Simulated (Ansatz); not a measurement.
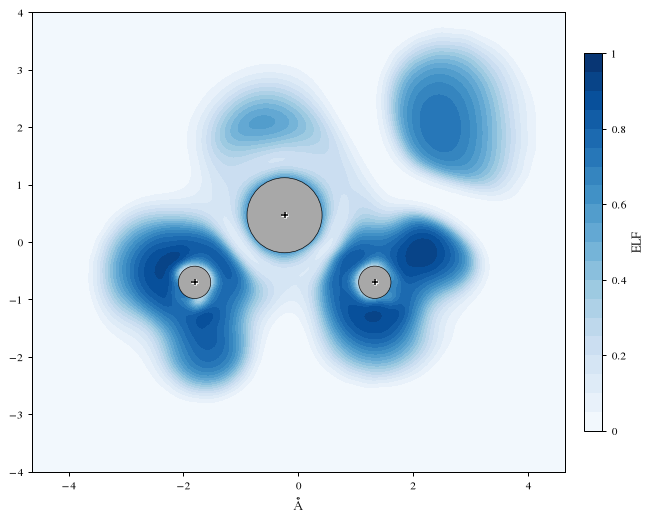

The ELF on a plane through atoms (crosses mark nuclei in the plane; grey discs cover the cores).

The calculation used RKS PBE0/def2-SVP in Ansatz 0.2.0.

Candidates:
A. FH3O2Sn···HCl
B. ClGaH2

### Which candidate gave the map?

Candidate A: FH3O2Sn···HCl on the plane of atoms O3, Sn1 and O6, which holds Sn and O. Sn–O (1.95 Å): the ELF peaks at about 0.80 in the valence shell of O, 0.6 Å from its nucleus, and drops to about 0.15 between the two atoms.
